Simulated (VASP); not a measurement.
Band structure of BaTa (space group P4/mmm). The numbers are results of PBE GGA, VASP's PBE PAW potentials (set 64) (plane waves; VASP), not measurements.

Unless said otherwise, spin-orbit coupling is left out, though it shifts the bands of the heavy elements here.

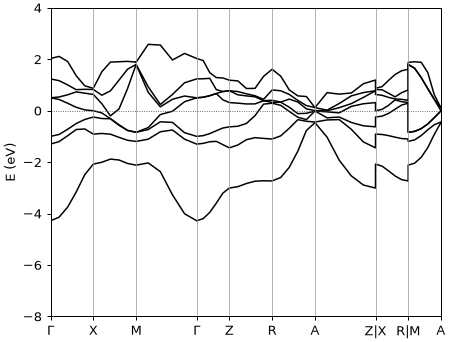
Fig. 1. Bands along high-symmetry lines, zero at the valence-band maximum or, without a gap, the Fermi level

### Question
Read the plot: is there a gap, and where are the band edges?

### Answer
It has no gap at this level: it comes out as a metal or semimetal.

The structure was generated: BaTa was put into an ordered model structure, which need not be its known phase. The cell was not relaxed at this level. The electron count is odd and the run is not spin-polarised, which forces a metal. VASP warned that the highest band is occupied, so more bands are needed.
